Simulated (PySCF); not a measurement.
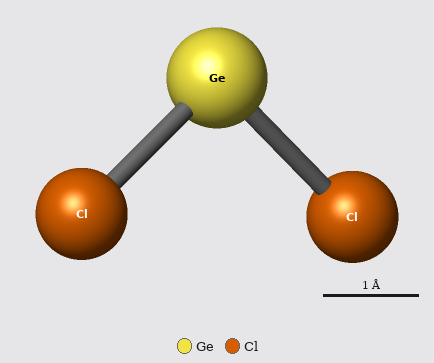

*The structure (ball-and-stick view, seen at a tilt). Sticks mark near contacts.*

Bond lengths as drawn: Cl–Ge 2.26 Å.

# GeCl2: single-point calculation

- system: GeCl2
- method: UHF/def2-svp, mp2 (PySCF 2.14.0)

Some settings of this run were made unusual or wrong on purpose.

### The program's output
```
PySCF version 2.14.0

[INPUT] verbose = 4
[INPUT] num. atoms = 3
[INPUT] num. electrons = 66
[INPUT] charge = 0
[INPUT] spin (= nelec alpha-beta = 2S) = 0
[INPUT] symmetry True subgroup None
[INPUT] Mole.unit = angstrom
[INPUT] Symbol           X                Y                Z      unit          X                Y                Z       unit  Magmom
[INPUT]  1 Ge    -0.014800000000  -0.703200000000   0.000000000000 AA   -0.027967946644  -1.328855410794   0.000000000000 Bohr   0.0
[INPUT]  2 Cl     0.015800000000   0.743800000000   1.732000000000 AA    0.029857672768   1.405578291451   3.273005647747 Bohr   0.0
[INPUT]  3 Cl     0.015800000000   0.743800000000  -1.732000000000 AA    0.029857672768   1.405578291451  -3.273005647747 Bohr   0.0

nuclear repulsion = 299.228952236154
point group symmetry = C2v
symmetry origin: [ 1.82100881e-03  7.97922540e-02 -1.34572488e-17]
symmetry axis x: [-9.99776473e-01  2.11424741e-02 -9.12119755e-19]
symmetry axis y: [0.00000000e+00 4.31415807e-17 1.00000000e+00]
symmetry axis z: [-2.11424741e-02 -9.99776473e-01  4.31319374e-17]
num. orbitals of irrep A1 = 28
num. orbitals of irrep A2 = 8
num. orbitals of irrep B1 = 12
num. orbitals of irrep B2 = 20
number of shells = 28
number of NR pGTOs = 146
number of NR cGTOs = 68
basis = def2-svp
ecp = {}

******** <class 'pyscf.scf.uhf_symm.SymAdaptedUHF'> ********
method = SymAdaptedUHF
initial guess = random
damping factor = 0
level_shift factor = 0
DIIS = <class 'pyscf.scf.diis.CDIIS'>
diis_start_cycle = 1
diis_space = 8
diis_damp = 0
SCF conv_tol = 1e-09
SCF conv_tol_grad = None
SCF max_cycles = 50
direct_scf = True
direct_scf_tol = 1e-13
number electrons alpha = 33  beta = 33
Freeze 0 electrons in irreps []
    66 free electrons in irreps A1 A2 B1 B2
Set gradient conv threshold to 3.16228e-05
init E= -2992.94080303548
alpha HOMO (A1) = -0.323566561672679  LUMO (B1) = -0.0667205978731249
beta  HOMO (A1) = -0.325632532955278  LUMO (B1) = -0.0663102279848355
  HOMO = -0.323566561673  LUMO = -0.0667205978731  gap/eV = 6.98913
cycle= 1 E= -2993.82366850691  delta_E= -0.883  |g|= 0.304  |ddm|= 1.14
alpha HOMO (A1) = -0.385728402849849  LUMO (B1) = -0.059474659304545
beta  HOMO (A1) = -0.386108556905843  LUMO (B1) = -0.0596789098747719
  HOMO = -0.38572840285  LUMO = -0.0596789098748  gap/eV = 8.87226
cycle= 2 E= -2993.8781852926  delta_E= -0.0545  |g|= 0.186  |ddm|= 0.664
alpha HOMO (A1) = -0.389669664516447  LUMO (B1) = -0.015191658434119
beta  HOMO (A1) = -0.389678303495667  LUMO (B1) = -0.0148063272355863
  HOMO = -0.389669664516  LUMO = -0.0151916584341  gap/eV = 10.19007
cycle= 3 E= -2993.89487968801  delta_E= -0.0167  |g|= 0.0235  |ddm|= 0.213
alpha HOMO (A1) = -0.38975094244472  LUMO (B1) = -0.00929998631856055
beta  HOMO (A1) = -0.389744429902195  LUMO (B1) = -0.00897110896648412
  HOMO = -0.389744429902  LUMO = -0.00929998631856  gap/eV = 10.35242
cycle= 4 E= -2993.89550832856  delta_E= -0.000629  |g|= 0.00982  |ddm|= 0.0537
alpha HOMO (A1) = -0.389355394859133  LUMO (B1) = -0.00807004711303083
beta  HOMO (A1) = -0.389363094283215  LUMO (B1) = -0.00787518676292587
  HOMO = -0.389355394859  LUMO = -0.00807004711303  gap/eV = 10.37530
cycle= 5 E= -2993.89567272664  delta_E= -0.000164  |g|= 0.00281  |ddm|= 0.0342
alpha HOMO (A1) = -0.389425584033757  LUMO (B1) = -0.00838076876942928
beta  HOMO (A1) = -0.389440071629962  LUMO (B1) = -0.00828669395998061
  HOMO = -0.389425584034  LUMO = -0.00838076876943  gap/eV = 10.36876
cycle= 6 E= -2993.89569217758  delta_E= -1.95e-05  |g|= 0.000733  |ddm|= 0.0125
alpha HOMO (A1) = -0.389386524053287  LUMO (B1) = -0.00830486133374952
beta  HOMO (A1) = -0.389399951189664  LUMO (B1) = -0.00826178467344052
  HOMO = -0.389386524053  LUMO = -0.00830486133375  gap/eV = 10.36976
cycle= 7 E= -2993.89569368321  delta_E= -1.51e-06  |g|= 0.000158  |ddm|= 0.00342
alpha HOMO (A1) = -0.389325388336167  LUMO (B1) = -0.00824641893733036
beta  HOMO (A1) = -0.389334663445648  LUMO (B1) = -0.00822225723514514
  HOMO = -0.389325388336  LUMO = -0.00824641893733  gap/eV = 10.36969
cycle= 8 E= -2993.895693733  delta_E= -4.98e-08  |g|= 5.55e-05  |ddm|= 0.000398
alpha HOMO (A1) = -0.389326060874579  LUMO (B1) = -0.00824377934602216
beta  HOMO (A1) = -0.389331709137622  LUMO (B1) = -0.00823095876283375
  HOMO = -0.389326060875  LUMO = -0.00824377934602  gap/eV = 10.36978
cycle= 9 E= -2993.89569373996  delta_E= -6.96e-09  |g|= 2.17e-05  |ddm|= 0.000151
alpha HOMO (A1) = -0.389328258797475  LUMO (B1) = -0.00824201346409126
beta  HOMO (A1) = -0.389330705159073  LUMO (B1) = -0.00823716792145834
  HOMO = -0.389328258797  LUMO = -0.00824201346409  gap/eV = 10.36988
cycle= 10 E= -2993.89569374136  delta_E= -1.4e-09  |g|= 7.49e-06  |ddm|= 7.71e-05
alpha HOMO (A1) = -0.3893289072854  LUMO (B1) = -0.00823951954617597
beta  HOMO (A1) = -0.38932959618713  LUMO (B1) = -0.0082384118822012
  HOMO = -0.389328907285  LUMO = -0.00823951954618  gap/eV = 10.36997
cycle= 11 E= -2993.89569374155  delta_E= -1.9e-10  |g|= 2.02e-06  |ddm|= 3.05e-05
```

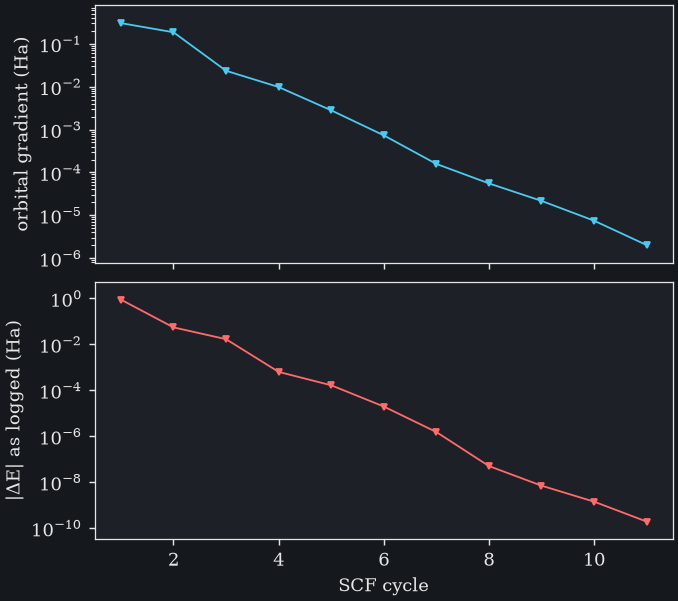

*Convergence of the self-consistent field: orbital gradient and size of the energy change against the SCF cycle.*

The residual falls at every step.

```
alpha HOMO (A1) = -0.389329189321891  LUMO (B1) = -0.00823949649972944
beta  HOMO (A1) = -0.389329625374643  LUMO (B1) = -0.00823877750021618
  HOMO = -0.389329189322  LUMO = -0.00823949649973  gap/eV = 10.36998
Extra cycle  E= -2993.89569374155  delta_E= -2.73e-12  |g|= 1.18e-06  |ddm|= 4.12e-06
converged SCF energy = -2993.89569374155  <S^2> = 3.881695e-11  2S+1 = 1

******** <class 'pyscf.mp.ump2.UMP2'> ********
nocc = (np.int64(33), np.int64(33)), nmo = (68, 68)
E(UMP2) = -2994.41692256253  E_corr = -0.521228820980696
E(SCS-UMP2) = -2994.38770497371  E_corr = -0.492011232155756
E_corr(same-spin) = -0.153996176562784
E_corr(oppo-spin) = -0.367232644417913
Dipole moment(X, Y, Z, Debye): -0.05981, -2.82841,  0.00000
orbital energies (hartree): [array([-0.4504, -0.4396, -0.3893, -0.0082,  0.0999,  0.1138]), array([-0.4504, -0.4396, -0.3893, -0.0082,  0.0999,  0.1138])]
```

This output came from the following input.

### The input
```python
from pyscf import gto, scf, mp

mol = gto.M(
    atom='Ge -0.0148 -0.7032 0; Cl 0.0158 0.7438 1.732; Cl 0.0158 0.7438 -1.732',
    basis='def2-svp',
    charge=0,
    spin=0,
    symmetry=True,
    verbose=4,
)
mf = scf.UHF(mol)
mf.init_guess = 'random'
mf.kernel()
mp.MP2(mf).kernel()
mf.dip_moment()
print('orbital energies (hartree):', [e[max(0, n-3):n+3].round(4) for e, n in zip(mf.mo_energy, mol.nelec)])
```

Launched with:
```bash
python input.py
```

### What the run reported

```csv
quantity,value
outcome,converged
SCF energy,−2993.895694 hartree
dipole moment,2.83 D
hardware,"1 CPU thread, shared host"
wall time,3.1 s
```

### Diagnosis

Some settings of this run were drawn to be unusual or wrong. It converged; results that depend on the unusual settings are not reference values.
